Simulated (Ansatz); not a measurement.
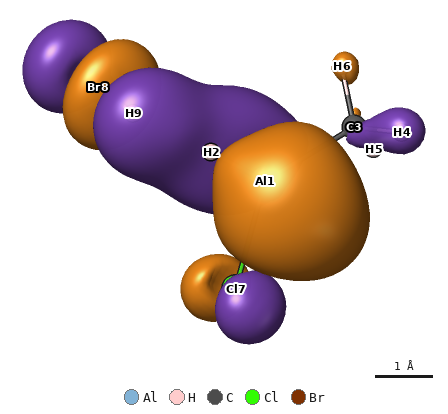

The picture shows: CH4AlCl···HBr. The LUMO at ±0.1 Å⁻³ᐟ² (orange and purple are the two phases), seen across its widest extent.

Not at a stationary point (largest force 1.1 eV/Å).

Method: RKS PBE/def2-SVP (Ansatz 0.2.0).

```tsv
atom	x (Å)	y (Å)	z (Å)
Al	0.0566	-0.1550	-0.0614
H	-0.0408	-0.2579	1.5069
C	1.7332	-0.1206	-1.0511
H	2.1947	-1.1285	-1.1097
H	1.5809	0.2521	-2.0835
H	2.4651	0.5396	-0.5393
Cl	-1.8190	-0.1475	-1.0481
Br	-0.4168	3.0005	1.6155
H	-0.3646	1.5213	1.9246
```

### What is the character of this orbital?

By Hirshfeld shares it lies mainly on Al1 (about 50 %), Br8 (about 20 %), H9 (about 10 %), Cl7 (about 10 %) and H2 (about 5 %). Its energy is −2.08 eV.
